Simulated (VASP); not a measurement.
Input:

```
CELL_PARAMETERS angstrom
      0.00000     1.91091     1.91091
      1.91091     0.00000     1.91091
      1.91091     1.91091     0.00000
ATOMIC_POSITIONS crystal
  Ir 0.00000 0.00000 0.00000
```

These are MS2 meta-GGA, VASP's PBE PAW potentials (set 64) (plane waves; VASP) values and carry that method's errors. Numerical set-up: 520 eV cut-off, 18×18×18 Γ-centred mesh, tetrahedra with Blöchl corrections, potentials Ir.

Unless said otherwise, spin-orbit coupling is left out, though it shifts the bands of the heavy elements here.

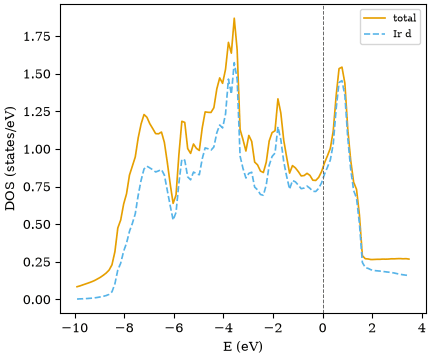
Fig. 1. Total and projected density of states, zero at the Fermi level

Within 2 eV below the Fermi level the largest weight inside VASP's projection spheres is Ir d.

It has no gap at this level: it comes out as a metal or semimetal.

The compound is Ir in the fcc structure. It was relaxed first.
